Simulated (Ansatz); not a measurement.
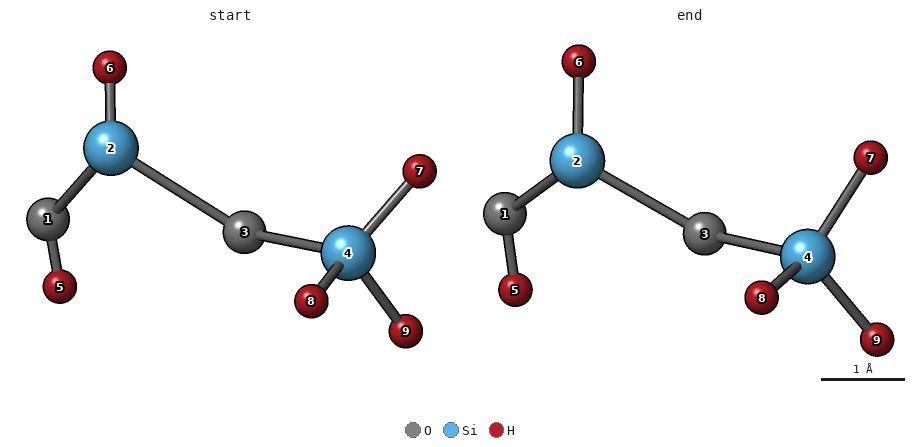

The structure of Si$_{2}$H$_{5}$O$_{2}$ (multiplicity 2) before (left) and after (right) a relaxation, at one scale.

The picture is a ball-and-stick view, seen from a free direction.

All numbers below come from Ansatz 0.2.0, UKS r2SCAN-d4/def2-TZVP.

Input
```yaml
crystal:
  periodic: [false, false, false]
  atoms:
    - {symbol: O, position_ang: [-1.771334, 0.420877, 2.041372]}
    - {symbol: Si, position_ang: [-0.023157, 0.549592, 1.619432]}
    - {symbol: O, position_ang: [-0.206791, 0.056518, -0.216423]}
    - {symbol: Si, position_ang: [0.935484, -0.530019, -1.437449]}
    - {symbol: H, position_ang: [-2.249214, -0.151404, 1.667850]}
    - {symbol: H, position_ang: [0.305258, 1.441747, 1.902558]}
    - {symbol: H, position_ang: [1.620925, 0.450846, -1.981526]}
    - {symbol: H, position_ang: [1.444959, -1.663773, -1.128351]}
    - {symbol: H, position_ang: [0.020890, -0.790116, -2.403288]}
basis:
  gaussian: {orbitals: def2-TZVP}
magnetization: {spin_polarized: true, initial_magnetization: 1}
hamiltonian: {xc: {name: r2SCAN}, dispersion: d4}
relax: {f_tol: 0.001, max_steps: 2}
output: {forces: true}
```

Launched with:
```bash
ansatz run in.yaml --threads 2 --pin off --events-out ev --progress --plain --max-ram 22528MiB --backend cpu
```

> Summarise the run.

The relaxation stopped without meeting its thresholds, so the last structure isn't shown to be converged. The input was poor on purpose: steps. The atom that moves furthest after the best rigid fit is H7 (0.20 Å). By element the largest moves are H 0.20 Å, Si 0.17 Å, O 0.09 Å. Among the contacts that change: Si2–H6 0.992 → 1.212 Å, Si2–O3 1.910 → 1.776 Å, Si4–H8 1.281 → 1.396 Å, Si4–H7 1.315 → 1.429 Å. Among the angles between lasting bonds that change: H7–Si4–H8 123.6° → 114.9°, O3–Si4–H9 96.9° → 104.7°, O1–Si2–O3 96.5° → 104.2°. Over 1 geometry step the energy falls by 630.0 kJ/mol. Largest force component: 29 eV/Å at the start, 9.4 eV/Å at the end.
